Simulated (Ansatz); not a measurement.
Base system: Se (space group P3_121, No. 152; a = 4.5057 Å, c = 4.9913 Å; made of chains).

Modification: the cell is scaled by 0.9967 in all directions; the atoms relax in the strained cell.

All numbers come from Ansatz (a first-principles code), r2SCAN, PAW, cutoff 500 eV, spin-orbit coupling left out.

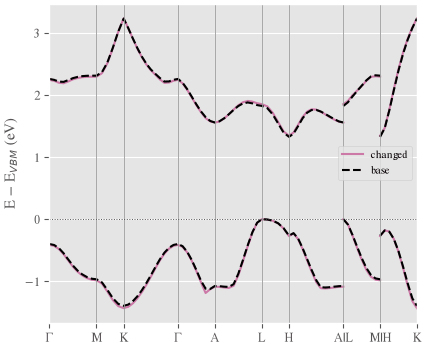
Fig. 1. Highest valence and lowest conduction band along the path, each from its own valence-band maximum

Problem. From the figure, how large is the changed gap, and is it direct?

Solution. About 1.3 eV, indirect, L → H.

No phonon test of stability was made. No dispersion term is included, though the crystal is made of layers, chains or molecules, so its spacings can come out too wide.
